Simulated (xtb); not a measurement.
**Geometry relaxation of CH7ClSi2 (part 3 of 3)**

Continued. System: CH7ClSi2. Method: GFN2-xTB (xtb 6.7.1). 

Geometry of the input (Å):
```
Si 1.0044  1.3061  -0.1601
C  -0.4939  0.2929  -0.2666
Si -0.5381  -1.3655  0.4594
Cl -2.3244  -2.3877  0.1411
H  0.8757  2.6090  -0.8896
H  1.3141  1.5296  1.2334
H  2.0434  0.6531  -0.8329
H  -1.4983  0.7862  0.0283
H  -0.6990  0.1043  -1.3457
H  0.4852  -2.2085  -0.1752
H  -0.2878  -1.3792  1.9884
```

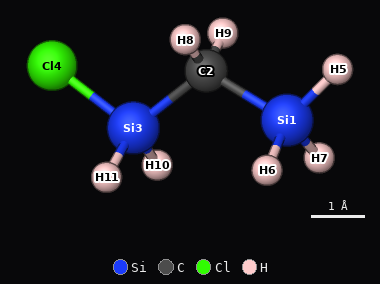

Figure 1. The geometry at step 4 of the log (ball-and-stick view, seen at a tilt; atoms are numbered from 1 in the order of the input).

The program's output, continued:
```
         :::::::::::::::::::::::::::::::::::::::::::::::::::::
         ::                     SUMMARY                     ::
         :::::::::::::::::::::::::::::::::::::::::::::::::::::
         :: total energy             -13.757511191954 Eh    ::
         :: gradient norm              0.000152296293 Eh/a0 ::
         :: HOMO-LUMO gap              5.595975939875 eV    ::
         ::.................................................::
         :: SCC energy               -13.868000150929 Eh    ::
         :: -> isotropic ES            0.031066509739 Eh    ::
         :: -> anisotropic ES          0.003817681272 Eh    ::
         :: -> anisotropic XC          0.004681897899 Eh    ::
         :: -> dispersion             -0.007731877497 Eh    ::
         :: repulsion energy           0.110488958976 Eh    ::
         :: add. restraining           0.000000000000 Eh    ::
         :: total charge              -0.000000000000 e     ::
         :::::::::::::::::::::::::::::::::::::::::::::::::::::

           -------------------------------------------------
          |                Property Printout                |
           -------------------------------------------------

    * Orbital Energies and Occupations

         #    Occupation            Energy/Eh            Energy/eV
      -------------------------------------------------------------
         1        2.0000           -1.0505561             -28.5871
         2        2.0000           -0.7378113             -20.0769
         3        2.0000           -0.7025228             -19.1166
         4        2.0000           -0.5523323             -15.0297
         5        2.0000           -0.4783865             -13.0176
         6        2.0000           -0.4558925             -12.4055
         7        2.0000           -0.4500098             -12.2454
         8        2.0000           -0.4440108             -12.0821
         9        2.0000           -0.4332437             -11.7892
        10        2.0000           -0.4321131             -11.7584
        11        2.0000           -0.4218298             -11.4786
        12        2.0000           -0.4184323             -11.3861
        13        2.0000           -0.4029080             -10.9637 (HOMO)
        14                         -0.1972596              -5.3677 (LUMO)
        15                         -0.1842659              -5.0141
        16                         -0.1835318              -4.9942
        17                         -0.1741900              -4.7400
        18                         -0.1647813              -4.4839
        19                         -0.1568013              -4.2668
        20                         -0.0781076              -2.1254
        21                         -0.0765268              -2.0824
        22                         -0.0533771              -1.4525
        23                         -0.0400337              -1.0894
        24                          0.0017590               0.0479
       ...                                ...                  ...
        38                          0.8603689              23.4118
      -------------------------------------------------------------
                  HL-Gap            0.2056483 Eh            5.5960 eV
             Fermi-level           -0.3000838 Eh           -8.1657 eV

     #   Z          covCN         q      C6AA      α(0)
     1  14 Si       3.677     0.445    98.664    19.032
     2   6 C        3.599    -0.254    26.363     7.429
     3  14 Si       3.565     0.494    98.850    19.131
     4  17 Cl       0.804    -0.267   107.526    15.863
     5   1 H        0.918    -0.096     5.410     3.638
     6   1 H        0.918    -0.107     5.799     3.766
     7   1 H        0.918    -0.106     5.792     3.764
     8   1 H        0.924     0.026     2.649     2.545
     9   1 H        0.924     0.026     2.650     2.546
    10   1 H        0.919    -0.081     4.928     3.472
    11   1 H        0.919    -0.081     4.935     3.475

 Mol. C6AA /au·bohr⁶  :       2488.205237
 Mol. C8AA /au·bohr⁸  :      97364.602853
 Mol. α(0) /au        :         84.660498

Wiberg/Mayer (AO) data.
largest (>0.10) Wiberg bond orders for each atom

 ---------------------------------------------------------------------------
     #   Z sym  total        # sym  WBO       # sym  WBO       # sym  WBO
 ---------------------------------------------------------------------------
     1  14 Si   3.626 --     2 C    0.908     6 H    0.900     7 H    0.899
                             5 H    0.897
     2   6 C    3.967 --     8 H    0.977     9 H    0.977     3 Si   0.930
                             1 Si   0.908
     3  14 Si   3.820 --     4 Cl   1.076     2 C    0.930    10 H    0.889
                            11 H    0.889
     4  17 Cl   1.185 --     3 Si   1.076
     5   1 H    0.990 --     1 Si   0.897
     6   1 H    0.989 --     1 Si   0.900
     7   1 H    0.989 --     1 Si   0.899
     8   1 H    0.999 --     2 C    0.977
     9   1 H    0.999 --     2 C    0.977
    10   1 H    0.994 --     3 Si   0.889
    11   1 H    0.993 --     3 Si   0.889
 ---------------------------------------------------------------------------

Topologies differ in total number of bonds
Writing topology from bond orders to xtbtopo.mol

molecular dipole:
                 x           y           z       tot (Debye)
 q only:        0.825       0.523       0.088
   full:        0.597       0.484       0.011       1.953
molecular quadrupole (traceless):
                xx          xy          yy          xz          yz          zz
 q only:       -2.675      -5.205      -0.638       0.119      -0.304       3.312
  q+dip:       -3.668      -7.829      -1.668      -0.012       0.151       5.336
   full:       -3.020      -6.586      -1.305       0.158      -0.053       4.326

           -------------------------------------------------
          |                Geometry Summary                 |
           -------------------------------------------------

      molecular mass/u    :      110.6902562
   center of mass at/Å    :       -0.6489630      -0.7377821       0.0989837
  moments of inertia/u·Å² :        0.3741561E+02   0.4384781E+03   0.4612312E+03
rotational constants/cm⁻¹ :        0.4505507E+00   0.3844578E-01   0.3654920E-01

 * 10 selected distances

     #   Z          #   Z                                           value/Å
     1  14 Si       2   6 C                                       1.9013387
     2   6 C        3  14 Si                                      1.8947940
     3  14 Si       4  17 Cl                                      2.0235084 (max)
     1  14 Si       5   1 H                                       1.4651879
     1  14 Si       6   1 H                                       1.4634979
     1  14 Si       7   1 H                                       1.4636086
     2   6 C        8   1 H                                       1.0913664 (min)
     2   6 C        9   1 H                                       1.0913682
     3  14 Si      10   1 H                                       1.4612492
     3  14 Si      11   1 H                                       1.4613613

 * 4 distinct bonds (by element types)

   Z      Z             #   av. dist./Å        max./Å        min./Å
   1 H    6 C           2     1.0913673     1.0913682     1.0913664
   1 H   14 Si          5     1.4629810     1.4651879     1.4612492
   6 C   14 Si          2     1.8980663     1.9013387     1.8947940
  14 Si  17 Cl          1     2.0235084     2.0235084     2.0235084

optimized geometry written to: xtbopt.xyz

           -------------------------------------------------
          | TOTAL ENERGY              -13.757511191954 Eh   |
          | GRADIENT NORM               0.000152296293 Eh/α |
          | HOMO-LUMO GAP               5.595975939875 eV   |
           -------------------------------------------------

------------------------------------------------------------------------
------------------------------------------------------------------------
 total:
 *  cpu-time:     0 d,  0 h,  0 min,  0.096 sec
 * ratio c/w:     0.998 speedup
 SCF:
 *  cpu-time:     0 d,  0 h,  0 min,  0.011 sec
 * ratio c/w:     1.000 speedup
 ANC optimizer:
 *  cpu-time:     0 d,  0 h,  0 min,  0.073 sec
 * ratio c/w:     0.998 speedup
```

File xtbopt.xyz:
```
11
 energy: -13.757511191954 gnorm: 0.000152296293 xtb: 6.7.1
Si           1.00973726510771        1.31458273584713       -0.16959050456539
C           -0.57173294084328        0.27475715236053       -0.35070610133419
Si          -0.51379271807023       -1.43323841743594        0.46760776821893
Cl          -2.28923355219089       -2.36363529531481        0.19055750584695
H            0.81046295616915        2.60837981534104       -0.82773489490233
H            1.29552094059175        1.52673381484037        1.24996766346767
H            2.12989688438467        0.61269946837097       -0.79788335484448
H           -1.40919086096631        0.84034693447408        0.06142586178171
H           -0.78994959821500        0.15453973462393       -1.41325665791533
H            0.51565417059694       -2.27393065006376       -0.13961905291144
H           -0.30597254656450       -1.32082529304356        1.90974176715791
```

Trajectory as extended XYZ (Å, eV, eV/Å), 9 frames, from step=0 to step=8:
```
11
Properties=species:S:1:pos:R:3 step=0 energy=-373.87583
Si    1.0044    1.3061   -0.1601
C    -0.4939    0.2929   -0.2666
Si   -0.5381   -1.3655    0.4594
Cl   -2.3244   -2.3877    0.1411
H     0.8757    2.6090   -0.8896
H     1.3141    1.5296    1.2334
H     2.0434    0.6531   -0.8329
H    -1.4983    0.7862    0.0283
H    -0.6990    0.1043   -1.3457
H     0.4852   -2.2085   -0.1752
H    -0.2878   -1.3792    1.9884
11
Properties=species:S:1:pos:R:3 step=1 energy=-374.29659
Si    0.9978    1.3221   -0.1630
C    -0.5433    0.2751   -0.3005
Si   -0.5155   -1.4192    0.4880
Cl   -2.2984   -2.3428    0.1527
H     0.8402    2.6126   -0.8640
H     1.3156    1.5442    1.2422
H     2.0767    0.6260   -0.8303
H    -1.4596    0.8203    0.0406
H    -0.7250    0.1138   -1.3767
H     0.5019   -2.2393   -0.1681
H    -0.3090   -1.3724    1.9596
11
Properties=species:S:1:pos:R:3 step=2 energy=-374.35400
Si    1.0039    1.3273   -0.1652
C    -0.5652    0.2782   -0.3327
Si   -0.5184   -1.4287    0.4831
Cl   -2.2941   -2.3424    0.1836
H     0.8151    2.6153   -0.8375
H     1.3139    1.5478    1.2475
H     2.1055    0.6109   -0.8122
H    -1.4316    0.8301    0.0373
H    -0.7512    0.1299   -1.3996
H     0.5100   -2.2561   -0.1414
H    -0.3065   -1.3719    1.9175
11
Properties=species:S:1:pos:R:3 step=3 energy=-374.35966
Si    1.0074    1.3208   -0.1663
C    -0.5673    0.2723   -0.3456
Si   -0.5127   -1.4374    0.4734
Cl   -2.2988   -2.3457    0.1888
H     0.8018    2.6141   -0.8243
H     1.3074    1.5399    1.2495
H     2.1201    0.6133   -0.8063
H    -1.4169    0.8349    0.0484
H    -0.7667    0.1376   -1.4107
H     0.5158   -2.2715   -0.1446
H    -0.3088   -1.3378    1.9181
11
Properties=species:S:1:pos:R:3 step=4 energy=-374.36061
Si    1.0098    1.3188   -0.1674
C    -0.5682    0.2729   -0.3511
Si   -0.5156   -1.4354    0.4713
Cl   -2.2941   -2.3583    0.1906
H     0.8021    2.6130   -0.8222
H     1.3029    1.5329    1.2506
H     2.1283    0.6177   -0.8028
H    -1.4107    0.8388    0.0520
H    -0.7769    0.1465   -1.4152
H     0.5087   -2.2798   -0.1397
H    -0.3049   -1.3266    1.9144
11
Properties=species:S:1:pos:R:3 step=5 energy=-374.36082
Si    1.0105    1.3162   -0.1687
C    -0.5690    0.2728   -0.3533
Si   -0.5144   -1.4351    0.4660
Cl   -2.2932   -2.3628    0.1974
H     0.8059    2.6112   -0.8228
H     1.2966    1.5247    1.2513
H     2.1335    0.6220   -0.7999
H    -1.4076    0.8380    0.0565
H    -0.7854    0.1538   -1.4165
H     0.5124   -2.2819   -0.1371
H    -0.3079   -1.3186    1.9077
11
Properties=species:S:1:pos:R:3 step=6 energy=-374.36090
Si    1.0098    1.3152   -0.1695
C    -0.5699    0.2729   -0.3521
Si   -0.5143   -1.4338    0.4687
Cl   -2.2912   -2.3613    0.1919
H     0.8076    2.6101   -0.8245
H     1.2953    1.5245    1.2505
H     2.1320    0.6190   -0.7996
H    -1.4086    0.8379    0.0589
H    -0.7862    0.1523   -1.4150
H     0.5119   -2.2781   -0.1385
H    -0.3049   -1.3182    1.9098
11
Properties=species:S:1:pos:R:3 step=7 energy=-374.36093
Si    1.0097    1.3152   -0.1694
C    -0.5706    0.2738   -0.3514
Si   -0.5139   -1.4336    0.4682
Cl   -2.2905   -2.3615    0.1917
H     0.8084    2.6096   -0.8258
H     1.2957    1.5258    1.2503
H     2.1306    0.6160   -0.7991
H    -1.4092    0.8390    0.0592
H    -0.7869    0.1526   -1.4141
H     0.5138   -2.2761   -0.1392
H    -0.3058   -1.3205    1.9102
11
Properties=species:S:1:pos:R:3 step=8 energy=-374.36095
Si    1.0097    1.3146   -0.1696
C    -0.5717    0.2748   -0.3507
Si   -0.5138   -1.4332    0.4676
Cl   -2.2892   -2.3636    0.1906
H     0.8105    2.6084   -0.8277
H     1.2955    1.5267    1.2500
H     2.1299    0.6127   -0.7979
H    -1.4092    0.8404    0.0614
H    -0.7900    0.1545   -1.4133
H     0.5157   -2.2739   -0.1396
H    -0.3060   -1.3208    1.9097
```

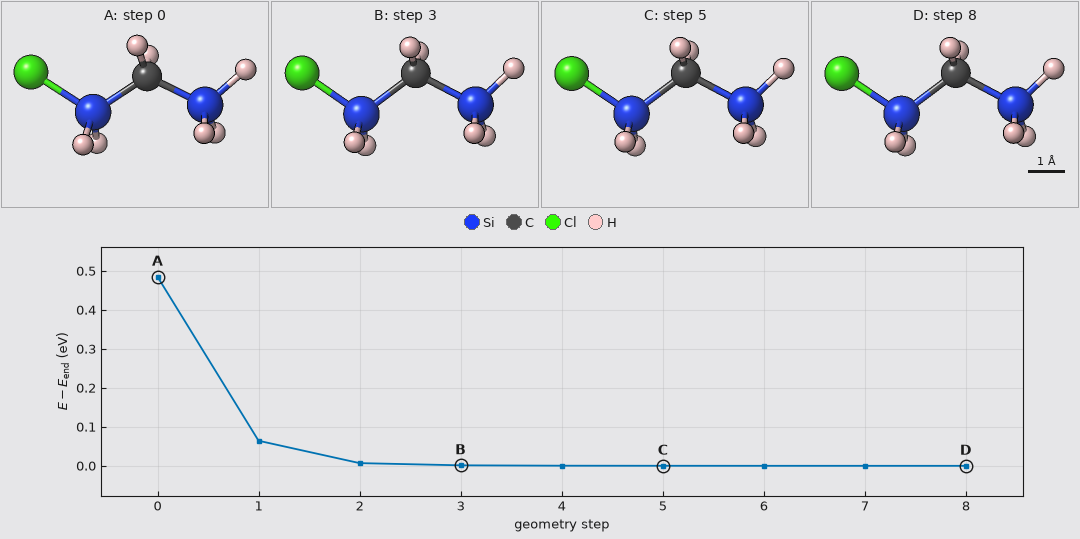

Figure 2. Frames of the relaxation (ball-and-stick view, seen on its broad side) above the curves, on which the letters mark them (steps are counted from 0).

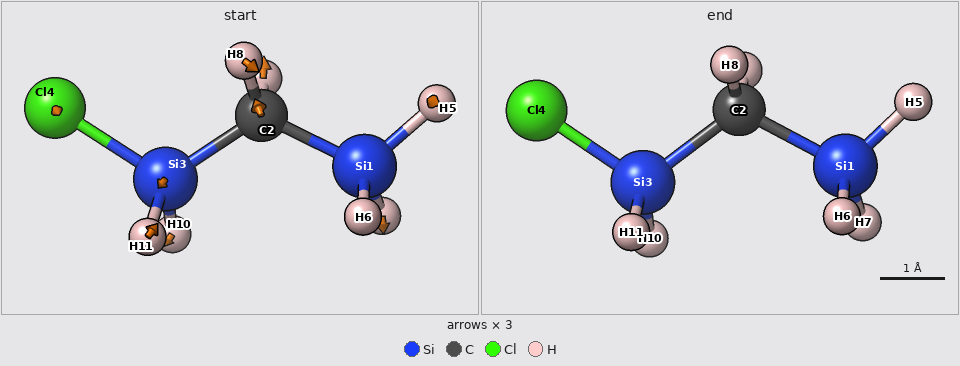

Figure 3. Before (left) and after (right) the relaxation, at one scale (ball-and-stick view, seen on its broad side). The orange arrows give the displacements, magnified 3 times. After 8 geometry steps the energy has fallen by 0.485 eV. The atom that moves furthest after the best rigid fit is H9 (0.12 Å). By element the largest moves are H 0.12 Å, C 0.12 Å, Si 0.07 Å, Cl 0.07 Å. Among the contacts that change: Si1–C2 1.812 → 1.901 Å, Si3–H11 1.549 → 1.461 Å, C2–Si3 1.811 → 1.895 Å, C2–H8 1.157 → 1.091 Å. Among the angles that change: Si1–C2–H8 117.7° → 108.6°, H8–C2–H9 99.2° → 105.7°, H5–Si1–H7 103.6° → 109.6°. (Atoms are counted from 1 in the order of the input.)

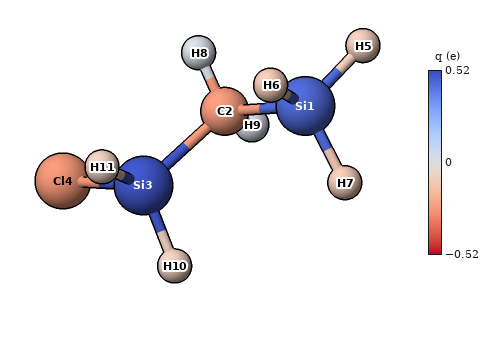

Figure 4. Mulliken charges, as the colour of each atom (ball-and-stick view, seen at a tilt; atoms are numbered from 1 in the order of the input). By element: Si +0.45 to +0.49, C −0.25, Cl −0.27 and H −0.11 to +0.03 e.

Key numbers:

```json
{"quantity": "outcome", "value": "converged"}
{"quantity": "electrons treated", "value": "26"}
{"quantity": "total energy", "value": "−13.757511 hartree"}
{"quantity": "dispersion energy", "value": "−0.007732 hartree"}
{"quantity": "basis functions", "value": "41"}
{"quantity": "HOMO", "value": "−10.96 eV"}
{"quantity": "LUMO", "value": "−5.37 eV"}
{"quantity": "dipole moment", "value": "1.95 D"}
{"quantity": "peak memory", "value": "0.073 GiB"}
```

Remarks:

Settings chosen away from the usual ones: method = gfn2-xtb; task = optimise; x = {"opt_engine": "rf"}; opt_level = tight; partner = base.
